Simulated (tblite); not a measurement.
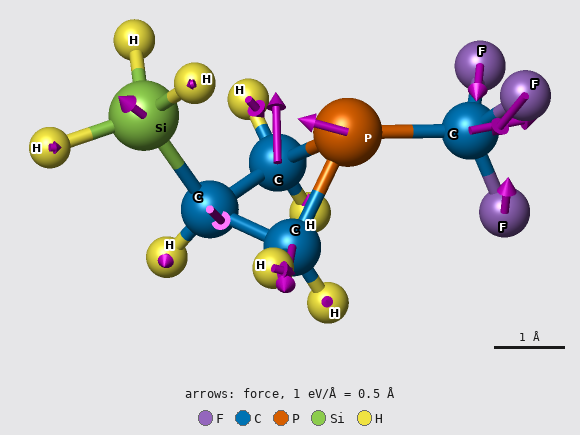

Starting geometry of C4H8F3PSi with the computed forces as purple arrows. Style: ball-and-stick. Shown at a tilt.

Computed with tblite 0.8.0, GFN2-xTB geometry optimisation, gas phase. 

### Is this structure relaxed? If not, where do the atoms go?

It isn't relaxed: the largest force vector, on a C atom, is 2.83 eV/Å. The final displacements have little in common with the starting forces (cosine between the two patterns 0.12). The atom that moves furthest after the best rigid fit is an F atom (2.14 Å). Largest moves by element: F 2.14 Å, H 1.89 Å, C 1.16 Å, Si 0.89 Å, P 0.77 Å. Among the contacts that change: P–Si 2.968 → 4.080 Å, C–P 1.832 → 1.897 Å, C–F 1.405 → 1.343 Å, C–C 1.502 → 1.544 Å. Among the angles between lasting bonds that change: C–P–C 116.9° → 96.3°, C–P–C 108.2° → 97.0°, C–C–C 87.4° → 96.9°. Groups turn about C–C by about 60°, C–C by about 55°, C–P by about 55°. After 137 geometry steps the energy has fallen by 1.123 eV.
